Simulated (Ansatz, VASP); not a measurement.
# Cross-check of Ge (Germanium) between VASP and Ansatz

Aim: how closely do two programs agree when they are given the same cell, functional and k mesh?

Main program and level: Ansatz 0.2.0; plane waves, with VASP 6.6.1 beside it; band structure at PBE, band structure at r2SCAN and band structure at r2SCAN, spin-orbit coupling.

### Step 1. Set-up

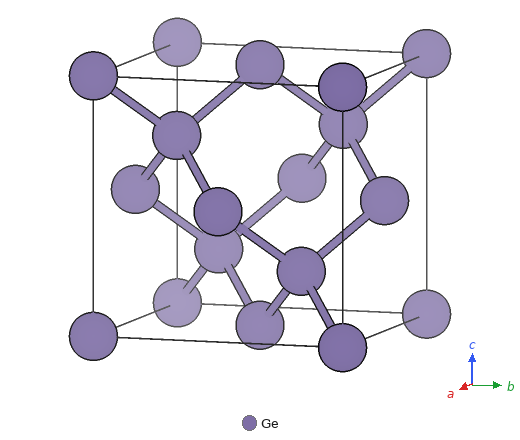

Start, viewed slightly off an axis; germanium purple. This picture shows the conventional cell, with its axes. Bonds to atoms that aren't drawn are left out. Some periodic images of atoms are drawn too.

Coordinates:

```cif
data_structure
_symmetry_space_group_name_H-M 'P 1'
_symmetry_Int_Tables_number 1
_cell_length_a 4.0007
_cell_length_b 4.0007
_cell_length_c 4.0007
_cell_angle_alpha 60.000
_cell_angle_beta 60.000
_cell_angle_gamma 60.000
_cell_volume 45.28
loop_
_atom_site_label
_atom_site_type_symbol
_atom_site_fract_x
_atom_site_fract_y
_atom_site_fract_z
_atom_site_occupancy
Ge1 Ge 0.75000 0.75000 0.75000 1
Ge2 Ge 0.50000 0.50000 0.50000 1
```

### Step 2. Ansatz: band structure, PBE

Ansatz runs on its default PAW (the set named soft_2) files.

Levels along a path test the potential and the projectors away from the mesh points.

The input, input.yaml:

```yaml
crystal:
  lattice:
    - [0.0, 2.82891, 2.82891]
    - [2.82891, 0.0, 2.82891]
    - [2.82891, 2.82891, 0.0]
  atoms:
    - { symbol: Ge, position: [0.75, 0.75, 0.75] }
    - { symbol: Ge, position: [0.5, 0.5, 0.5] }
hamiltonian:
  xc: pbe
  pseudopotentials: { kind: paw }
kpoints:
  mp_grid: { grid: [6, 6, 6] }
  band_path:
    path:
      - [0.0, 0.0, 0.0]
      - [0.16667, 0.0, 0.16667]
      - [0.33333, 0.0, 0.33333]
      - [0.5, 0.0, 0.5]
      - [0.5, 0.08333, 0.58333]
      - [0.5, 0.19444, 0.69444]
      - [0.5, 0.25, 0.75]
      - [0.45833, 0.29167, 0.75]
      - [0.40278, 0.34722, 0.75]
      - [0.375, 0.375, 0.75]
      - [0.20833, 0.20833, 0.41667]
      - [0.08333, 0.08333, 0.16667]
      - [0.0, 0.0, 0.0]
      - [0.22222, 0.22222, 0.22222]
      - [0.38889, 0.38889, 0.38889]
      - [0.51389, 0.47222, 0.51389]
      - [0.55556, 0.38889, 0.55556]
      - [0.61111, 0.27778, 0.61111]
      - [0.61111, 0.25, 0.63889]
      - [0.56944, 0.25, 0.68056]
      - [0.51389, 0.25, 0.73611]
      - [0.5, 0.27778, 0.72222]
      - [0.5, 0.38889, 0.61111]
      - [0.5, 0.47222, 0.52778]
      - [0.48611, 0.48611, 0.52778]
      - [0.43056, 0.43056, 0.63889]
      - [0.38889, 0.38889, 0.72222]
      - [0.59722, 0.19444, 0.59722]
      - [0.55556, 0.11111, 0.55556]
      - [0.5, 0.0, 0.5]
    npoints: 1
scf:
  occupations: { method: gaussian, width: 0.03 }
  n_extra_bands: 7
output:
  forces: true
  stress: true
  eigenvalues: true
```

Started as:

```bash
$ ansatz run input.yaml --threads 2 --pin off --max-ram 4608MiB --backend cpu --events-out ev --progress --plain --runs-dir out
```

Numbers of over 12 decimals in the logs are rounded to 6 here.

Output:

```text
scf.n_extra_bands = 7 over 14 filled bands (N_el = 28.0): the run solves 21 bands
Engine: ansatz 0.2.0, aarch64-unknown-linux-gnu
Pseudopotentials: kind: paw
Pseudopotential: Ge, paw, valence charge 14, recommended cutoff 420 eV (normal), Ge.paw.azcp
Functional definition: PBE
  parameter kappa = 0.804
  parameter beta = 0.066725
  exchange = pbe_x(kappa = kappa, mu = beta*pi^2/3)
  correlation = pbe_c(beta = beta)
Crystal: 2 atoms, lattice volume = 45.278 Å³
Basis set: ecut = 420 eV, 893 PW (Γ), exchange–correlation on 54×54×54 points (8 copies of the dense FFT grid, shifted against one another)
Bands: 21, of which v1, the nominal top of the filled ones, is band 14 counted from 1 (13 counted from 0)
Symmetry: 48 space group operations
Space group: Fd-3m (ITA 227), of the structure as read, at distance tolerance 3.6e-5 Å
k-points: 16 of 216
Non-local potential: Ge, projectors of the file, l = 0: 2, l = 1: 2, l = 2: 3, l = 3: 1
PAW form: soft (Blöchl's): semilocal exchange-correlation on the pseudo side does not see the compensation charge
PAW one-centre angular grid: Ge, 590 points (default); XC on 64 Gauss nodes
Initial density: superposition of atomic densities (neutral atoms: chi_scale 0, normalization atom), corrected by the library's trained network
Initial wavefunctions: pseudopotential atomic-orbital guess
Functional: x = pbe(κ = 0.804, μ = 0.219515), c = pbe(β = 0.066725)
SCF iter   1: F=—  HF=-8589.895951 eV  |F-HF|=—  |Δ(HF+E_count)|=         —  Δρ=1.02e-3  dr2=3.27e-4  ethr=1.77e-3  ⟨swp⟩=6.0  Hψ=1587  notcnv=0
preconditioner: auto → none  [insulator: Δε(μ)=0.032 eV  Ē_g=25.977 eV  σ=0.030 eV  W_gap=0.52  n_scr=14 (ndim 8)  ℏωp=29.2 eV  f_vac=0.074  D(μ)=0.43/eV (n_scr^D=0)  ε∞_Penn≈2.3]
SCF iter   2: F=—  HF=-8589.895654 eV  |F-HF|=—  |Δ(HF+E_count)|=   2.97e-4  Δρ=6.55e-4  dr2=1.01e-4  ethr=1.17e-6  ⟨swp⟩=2.1  Hψ=704  notcnv=0  defer=19
SCF iter   3: F=—  HF=-8589.895595 eV  |F-HF|=—  |Δ(HF+E_count)|=   5.93e-5  Δρ=3.12e-4  dr2=2.35e-5  ethr=3.60e-7  ⟨swp⟩=2.0  Hψ=507  notcnv=0  defer=19
SCF iter   4: F=—  HF=-8589.895640 eV  |F-HF|=—  |Δ(HF+E_count)|=   4.51e-5  Δρ=1.03e-4  dr2=2.83e-6  ethr=8.38e-8  ⟨swp⟩=2.0  Hψ=523  notcnv=0  defer=19
SCF iter   5: F=—  HF=-8589.895638 eV  |F-HF|=—  |Δ(HF+E_count)|=   1.45e-6  Δρ=4.32e-5  dr2=4.04e-7  ethr=1.01e-8  ⟨swp⟩=2.0  Hψ=515  notcnv=0  defer=19
SCF iter   6: F=-8589.895638 eV  HF=-8589.895638 eV  |F-HF|=9.74e-8  |Δ(HF+E_count)|=   3.68e-7  Δρ=1.50e-5  dr2=4.32e-8  ethr=3.57e-10  ⟨swp⟩=7.4  Hψ=1565  notcnv=0
SCF 1 converged in 6 iterations: F = -8589.895638 eV  dr2 = 4.32e-8
  greatest PAW one-centre occupation: 0.998 electrons in one spin orbital (limit 2), on the Ge atom at site 1 (counted from 0), in its partial waves of l = 2
NSCF: frozen V_eff on 30 k-points
SCF converged after 6 iterations
Free energy (F): -8589.895638 eV
Harris-Foulkes:  -8589.895638 eV  (|F-HF|=9.74e-8)
Internal energy: -8589.895440 eV  (E = F + TS)
E sigma→0 (E₀):  -8589.895539 eV
Entropy (-TS):   -0.000198 eV (-0.099 meV/atom)
Fermi energy:    8.609825 eV
--- Per-component energies (eV) ---
  E_band       = -298.026878
  E_kinetic    = 223.325236
  E_local      = -4941.467363  (includes V_loc(G=0)·N_el)
  E_nonlocal   = 837.429417
  E_hartree    = 2169.314712
  E_xc         = -151.276259
  E_vxc        = -129.416747  (∫ρ·V_xc dr)
  E_paw        = -4040.087193  (= ΣΔE_a)
  E_vpaw       = -626.512237  (= ΣTr[D̂ρ^β])
  E_aug_tail   = 0.000717  (compensation charges beyond the density's cutoff)
  E_ewald      = -2687.134708
  E_smearing   = -0.000198  (= −TS)
  E_closure    = -0.000000  (closes the sum)
  Σ components = -8589.895638   (vs F -8589.895638, Δ=0.00e0)
--- Forces (eV/Å), atoms counted from 1 ---
  atom   1  Ge    -0.00000000    -0.00000000     0.00000000
  atom   2  Ge     0.00000000     0.00000000    -0.00000000
  max |Σ_I F_I| component: 1.85e-17 eV/Å
--- Stress (GPa, compression-positive) ---
        3.594877      -0.000000       0.000000
       -0.000000       3.594877      -0.000000
        0.000000      -0.000000       3.594877
  P = ⅓ Tr σ = 3.5949 GPa (35.949 kbar)
--- Band table (eV; the first three rows and the last of 16) ---
  k-point 0: bands = [... 10 lower, -4.1887, 8.5857, 8.5857, 8.5857, 8.6161, 11.1312, 11.1312, 11.1312, ... 3 higher]
  k-point 1: bands = [... 10 lower, -3.8522, 5.4176, 8.0630, 8.0630, 9.5413, 11.8231, 11.8231, 12.7434, ... 3 higher]
  k-point 2: bands = [... 10 lower, -2.9193, 2.4976, 7.4176, 7.4176, 8.9921, 12.3547, 12.3547, 15.6216, ... 3 higher]
  k-point 15: bands = [... 10 lower, -0.2286, -0.2286, 4.8542, 4.8542, 11.2816, 11.2816, 15.1528, 15.1528, ... 3 higher]
```

Elapsed: 1.7 s, on 2 threads of Arm Neoverse N1, shared host; peak memory 0.27 GiB.

Reading the cycles: dr2 is the Hartree energy of the density residual (eV), the measure of convergence; HF is the Harris–Foulkes estimate of the energy, which meets the free energy F at convergence.

### Step 3. VASP: band structure, PBE

The same cell, functional, mesh and smearing now go to VASP, with its own data sets and cutoff.

Lines of VASP's logs that name or quote its potential files are left out, and so is its time.

The input, INCAR:

```
SYSTEM = Ge
PREC = Accurate
ENCUT = 360
EDIFF = 1E-06
NELM = 100
ISMEAR = 0
SIGMA = 0.03
LREAL = .FALSE.
ALGO = Normal
GGA = PE
NBANDS = 26
LORBIT = 11
LWAVE = .FALSE.
LCHARG = .FALSE.
KPAR = 8
LASPH = .TRUE.
```

The input, POSCAR:

```
Ge
1.0
    0.0000000000      2.8289100000      2.8289100000
    2.8289100000      0.0000000000      2.8289100000
    2.8289100000      2.8289100000      0.0000000000
Ge
2
Direct
    0.7500000000      0.7500000000      0.7500000000
    0.5000000000      0.5000000000      0.5000000000
```

The input, KPOINTS:

```
Automatic mesh
0
Gamma
6 6 6
0 0 0
```

The input, KPOINTS_OPT:

```
Line mode
10
Line-mode
Reciprocal
  0.00000000   0.00000000   0.00000000 GAMMA
  0.50000000   0.00000000   0.50000000 X

  0.50000000   0.00000000   0.50000000 X
  0.50000000   0.25000000   0.75000000 W

  0.50000000   0.25000000   0.75000000 W
  0.37500000   0.37500000   0.75000000 K

  0.37500000   0.37500000   0.75000000 K
  0.00000000   0.00000000   0.00000000 GAMMA

  0.00000000   0.00000000   0.00000000 GAMMA
  0.50000000   0.50000000   0.50000000 L

  0.50000000   0.50000000   0.50000000 L
  0.62500000   0.25000000   0.62500000 U

  0.62500000   0.25000000   0.62500000 U
  0.50000000   0.25000000   0.75000000 W

  0.50000000   0.25000000   0.75000000 W
  0.50000000   0.50000000   0.50000000 L

  0.50000000   0.50000000   0.50000000 L
  0.37500000   0.37500000   0.75000000 K

  0.62500000   0.25000000   0.62500000 U
  0.50000000   0.00000000   0.50000000 X
```

Potentials, in the order of the species: Ge_d (PBE family, release 64).

Started as:

```bash
$ mpirun -np 8 vasp_std
```

Output:

```text
[banner, memory and clock lines left out]
running    8 mpi-ranks, on    1 nodes
 distrk:  each k-point on    1 cores,    8 groups
 distr:  one band on    1 cores,    1 groups

 POSCAR found type information on POSCAR Ge
 POSCAR found :  1 types and       2 ions
|                                                                             |
|           W    W    AA    RRRRR   N    N  II  N    N   GGGG   !!!           |
|           W    W   A  A   R    R  NN   N  II  NN   N  G    G  !!!           |
|           W    W  A    A  R    R  N N  N  II  N N  N  G       !!!           |
|           W WW W  AAAAAA  RRRRR   N  N N  II  N  N N  G  GGG   !            |
|           WW  WW  A    A  R   R   N   NN  II  N   NN  G    G                |
|           W    W  A    A  R    R  N    N  II  N    N   GGGG   !!!           |
|                                                                             |
|     For optimal performance we recommend to set                             |
|       NCORE = 2 up to number-of-cores-per-socket                            |
|     NCORE specifies how many cores store one orbital (NPAR=cpu/NCORE).      |
|     This setting can greatly improve the performance of VASP for DFT.       |
|     The default, NCORE=1 might be grossly inefficient on modern             |
|     multi-core architectures or massively parallel machines. Do your        |
|     Unfortunately you need to use the default for GW and RPA                |
|     calculations (for HF NCORE is supported but not extensively tested      |
|     yet).                                                                   |
|                                                                             |

 LDA part: xc-table for (Slater+PW92), standard interpolation
 POSCAR, INCAR and KPOINTS ok, starting setup
 FFT: planning ... GRIDC
 FFT: planning ... GRID_SOFT
 FFT: planning ... GRID
 WAVECAR not read
 entering main loop
       N       E                     dE             d eps       ncg     rms          rms(c)
DAV:   1     0.174901459006E+03    0.17490E+03   -0.10794E+04  1000   0.244E+03
DAV:   2     0.165131025009E+02   -0.15839E+03   -0.15104E+03   832   0.467E+02
DAV:   3    -0.838396055818E+01   -0.24897E+02   -0.24729E+02   946   0.111E+02
DAV:   4    -0.904621908344E+01   -0.66226E+00   -0.66184E+00   950   0.208E+01
DAV:   5    -0.905437303937E+01   -0.81540E-02   -0.81534E-02   948   0.251E+00    0.322E+00
DAV:   6    -0.899518619488E+01    0.59187E-01   -0.16401E-02   942   0.107E+00    0.191E+00
DAV:   7    -0.896481588460E+01    0.30370E-01   -0.39364E-02  1018   0.147E+00    0.147E-01
DAV:   8    -0.896652628977E+01   -0.17104E-02   -0.44003E-03   918   0.569E-01    0.464E-02
DAV:   9    -0.896678292932E+01   -0.25664E-03   -0.26122E-04   910   0.134E-01    0.141E-02
DAV:  10    -0.896679092283E+01   -0.79935E-05   -0.13446E-05  1012   0.279E-02    0.721E-03
DAV:  11    -0.896679336968E+01   -0.24469E-05   -0.31292E-06   784   0.139E-02    0.115E-03
DAV:  12    -0.896679345774E+01   -0.88054E-07   -0.10527E-07   578   0.222E-03
   1 F= -.89667935E+01 E0= -.89667033E+01  d E =-.180401E-03
 Start KPOINTS_OPT (optional k-point list driver)
k-point batch [1-16\100]
       N       E                     dE             ncg
DAV:   1    -0.339973988115E+04   -0.13039E+05     1054
DAV:   2    -0.593349086099E+04   -0.25338E+04      856
DAV:   3    -0.632422288716E+04   -0.39073E+03      944
DAV:   4    -0.633473267319E+04   -0.10510E+02      940
DAV:   5    -0.633486401250E+04   -0.13134E+00      966
DAV:   6    -0.633486694389E+04   -0.29314E-02      942
DAV:   7    -0.633486704239E+04   -0.98503E-04      992
DAV:   8    -0.633486704585E+04   -0.34605E-05      800
DAV:   9    -0.633486704602E+04   -0.16316E-06      558
[...]
k-point batch [97-100\100]
       N       E                     dE             ncg
DAV:   1     0.908377905587E+04   -0.43566E+04      248
DAV:   2     0.843233918502E+04   -0.65144E+03      208
DAV:   3     0.833009878074E+04   -0.10224E+03      258
DAV:   4     0.832711213661E+04   -0.29866E+01      220
DAV:   5     0.832707550357E+04   -0.36633E-01      248
DAV:   6     0.832707468999E+04   -0.81358E-03      224
DAV:   7     0.832707466259E+04   -0.27396E-04      250
DAV:   8     0.832707466151E+04   -0.10863E-05      206
DAV:   9     0.832707466147E+04   -0.38675E-07      122
```

Parts of OUTCAR (step 3):

```text
ion  position               nearest neighbor table
   1  0.750  0.750  0.750-   2 2.45   2 2.45   2 2.45   2 2.45
   2  0.500  0.500  0.500-   1 2.45   1 2.45   1 2.45   1 2.45

  LATTYP: Found a face centered cubic cell.
 ALAT       =     5.6578200000

 Subroutine GETGRP returns: Found 48 space group operations
 (whereof 24 operations were pure point group operations)

The static configuration has the point symmetry T_d .
 The point group associated with its full space group is O_h .

 Found     16 irreducible k-points:

   k-points           NKPTS =     16   k-points in BZ     NKDIM =     16   number of bands    NBANDS=     26

   dimension x,y,z NGX =    28 NGY =   28 NGZ =   28
   dimension x,y,z NGXF=    56 NGYF=   56 NGZF=   56

   ENCUT  =  360.0 eV  26.46 Ry    5.14 a.u.   6.19  6.19  6.19*2*pi/ulx,y,z

   NELECT =      28.0000    total number of electrons

 k-points in reciprocal lattice and weights: Automatic mesh
   0.00000000  0.00000000  0.00000000       0.005
   0.16666667  0.00000000  0.00000000       0.037
   0.33333333  0.00000000  0.00000000       0.037
   0.50000000  0.00000000  0.00000000       0.019
   0.16666667  0.16666667  0.00000000       0.028
   0.33333333  0.16666667  0.00000000       0.111
   0.50000000  0.16666667  0.00000000       0.111
  -0.33333333  0.16666667  0.00000000       0.111
  -0.16666667  0.16666667  0.00000000       0.056
[...]
-0.33333333  0.33333333  0.16666667       0.111
  -0.33333333  0.50000000  0.16666667       0.056

 average (electrostatic) potential at core
       1 -74.3226       2 -74.3226

 E-fermi :   5.0267

 k-point     1 :       0.0000    0.0000    0.0000
  band No.  band energies     occupation
    ...
     11      -7.7720      2.00000
     12       5.0005      1.78325
     13       5.0005      1.78303
     14       5.0005      1.78303
     15       5.0363      0.65069
     16       7.5521      0.00000
     17       7.5521      0.00000
     18       7.5521      0.00000
     19      11.4305      0.00000
     20      14.4796      0.00000
    ...

 k-point     2 :       0.1667    0.0000    0.0000
  band No.  band energies     occupation
    ...
     10     -19.5229      2.00000
     11      -7.4356      2.00000
     12       1.8337      2.00000
     13       4.4781      2.00000
     14       4.4781      2.00000
     15       5.9610      0.00000
     16       8.2445      0.00000
     17       8.2445      0.00000
     18       9.1635      0.00000
     19      12.8260      0.00000
    ...

 k-point     3 :       0.3333    0.0000    0.0000
  band No.  band energies     occupation
    ...
     10     -19.5125      2.00000
     11      -6.5031      2.00000
     12      -1.0866      2.00000
     13       3.8328      2.00000
     14       3.8328      2.00000
     15       5.4118      0.00000
     16       8.7778      0.00000
     17       8.7778      0.00000
     18      12.0419      0.00000
     19      12.8631      0.00000
    ...

  Total        0.9718522      0.9718522      0.9718522      0.0000000      0.0000000      0.0000000
  in kB       34.3893058     34.3893058     34.3893058      0.0000000      0.0000000      0.0000000
  external PRESSURE =      34.3893058 kB  Pullay stress =       0.0000000 kB

  energy-cutoff  :      360.00
  volume of cell :       45.28
      direct lattice vectors                 reciprocal lattice vectors
     0.000000000  2.828910000  2.828910000    -0.176746521  0.176746521  0.176746521
     2.828910000  0.000000000  2.828910000     0.176746521 -0.176746521  0.176746521
     2.828910000  2.828910000  0.000000000     0.176746521  0.176746521 -0.176746521

 POSITION                                       TOTAL-FORCE (eV/Angst)
 -----------------------------------------------------------------------------------
      4.24336      4.24336      4.24336        -0.000000     -0.000000     -0.000000
      2.82891      2.82891      2.82891         0.000000      0.000000      0.000000
 -----------------------------------------------------------------------------------
    total drift:                                0.000000      0.000000      0.000000

  FREE ENERGIE OF THE ION-ELECTRON SYSTEM (eV)
  ---------------------------------------------------
  free  energy   TOTEN  =        -8.9667934577 eV

  energy  without entropy=       -8.9666130570  energy(sigma->0) =       -8.96670326

 total charge
# of ion       s       p       d       tot
------------------------------------------
    1        1.124   1.273  10.022  12.419
    2        1.124   1.273  10.022  12.419
--------------------------------------------------
tot          2.248   2.545  20.045  24.838

[... 3 further parts left out ...]
```

The run ends at a pressure of 3.44 GPa.

### Step 4. Comparison

Known differences besides the PAW data sets themselves: the cutoff is 420 eV in Ansatz and 360 eV in VASP. Total energies have different zeros and are not compared.

Compared:

```csv
quantity,Ansatz,VASP,difference
pressure (GPa),3.59,3.44,+0.16
gap over the path points (eV),0.030,0.036,-0.005
```

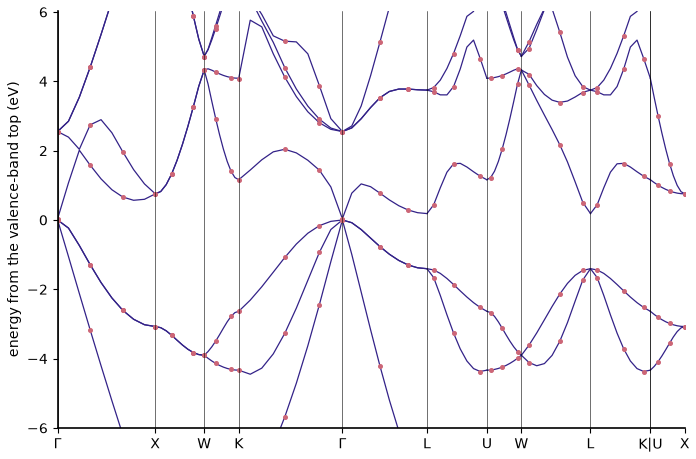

Bands from VASP (lines) and levels from Ansatz (dots). Dots without a line are higher empty bands that the VASP plot leaves out.

Levels at points of the path, from each program's valence-band top (eV; 4 filled, then empty):

```csv
k (reciprocal lattice),Ansatz,VASP
0.000 0.000 0.000,-12.77 0.00 0.00 0.00 0.03 2.55 2.55,-12.77 0.00 0.00 0.00 0.04 2.55 2.55
0.167 0.000 0.167,-12.32 -3.17 -1.29 -1.29 1.57 2.74 4.40,-12.32 -3.17 -1.29 -1.29 1.58 2.75 4.41
0.333 0.000 0.333,-10.99 -6.20 -2.61 -2.61 0.66 1.96 7.31,-10.99 -6.20 -2.60 -2.60 0.66 1.97 7.32
0.500 0.000 0.500,-8.89 -8.89 -3.08 -3.08 0.75 0.75 9.51,-8.89 -8.89 -3.08 -3.08 0.75 0.75 9.52
0.500 0.083 0.583,-8.86 -8.86 -3.33 -3.33 1.32 1.32 8.55,-8.86 -8.86 -3.33 -3.33 1.32 1.32 8.56
0.500 0.194 0.694,-8.80 -8.80 -3.83 -3.83 3.26 3.26 5.88,-8.80 -8.80 -3.82 -3.82 3.27 3.27 5.89
0.500 0.250 0.750,-8.79 -8.79 -3.90 -3.90 4.32 4.32 4.71,-8.79 -8.79 -3.90 -3.90 4.33 4.33 4.72
0.458 0.292 0.750,-9.10 -8.49 -4.14 -3.50 2.92 4.26 5.51,-9.10 -8.49 -4.14 -3.49 2.92 4.27 5.52
0.403 0.347 0.750,-9.33 -8.31 -4.31 -2.78 1.40 4.10 6.90,-9.33 -8.31 -4.31 -2.78 1.41 4.11 6.92
0.375 0.375 0.750,-9.36 -8.29 -4.33 -2.63 1.16 4.08 7.21,-9.36 -8.29 -4.33 -2.63 1.16 4.09 7.22
```

Among the levels compared (up to four filled and three empty ones at each point), filled levels agree within 2 meV and empty ones within 12 meV.

### Step 5. What moves the difference

An all-electron run, which needs no data sets, serves as referee.

```csv
run,difference in gap over the path points (eV)
as above,-0.0054
Ansatz's all-electron LAPW method,0.0011
```

[end of part 1 of 2]

[Lines on the potential files, build, host, timing and source positions are cut from VASP's logs without a mark.]

[Logs are printed without paths, hosts, clocks, repeated set-up lines and the standing remarks that a program may print on its own settings, such as how far it seeks lower states.]

[Hosts, paths, dates, database ids (printed as entryN), source tags and the programs' standing remarks are cut or masked in the printed files.]
